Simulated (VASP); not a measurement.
Band structure of Ru (hcp). Method: PW91 GGA, VASP's PBE PAW potentials (set 64) (plane waves; VASP).

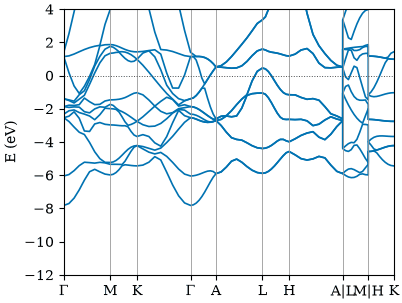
Figure: Bands along high-symmetry lines, zero at the valence-band maximum or, without a gap, the Fermi level

### Question
Read the plot: is there a gap, and where are the band edges?

### Answer
It has no gap at this level: it comes out as a metal or semimetal. (Edges off the drawn lines would not show.)

The compound is Ru in the hcp structure. It was relaxed first.
